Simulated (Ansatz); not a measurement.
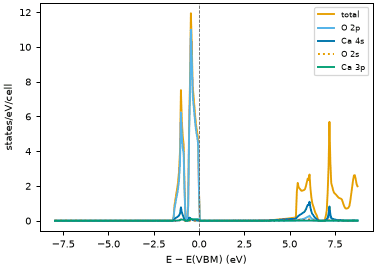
*Total and projected density of states of CaO (zinc blende, F-43m), DFT-r²SCAN in the program Ansatz with PAW potentials*

Problem. Which orbitals carry the states next to the gap?

Solution. Top 1 eV of the valence band: O 2p 92 %, outside the projected shells 5 %. Bottom 1 eV of the conduction band: Ca 4s 71 %, O 2s 17 %, O 2p 7 %. Projections are on Löwdin-orthogonalised atomic valence shells; empty p or d shells of many metals are not among them.

Problem. Where is the tallest occupied peak in this window, and what makes it?

Solution. Near -0.5 eV, about 12 states/eV per cell; the largest projected share is O 2p.

The start of the workflow was typed in or built on a structure type; neither database checked (COD, Materials Project) lists it. It is not the phase usual at ambient conditions (space group No. 225). The cell was relaxed with r²SCAN under the symmetry of its start; its stability against distortions is not shown here.

Potentials: the later of the program's two PAW sets.
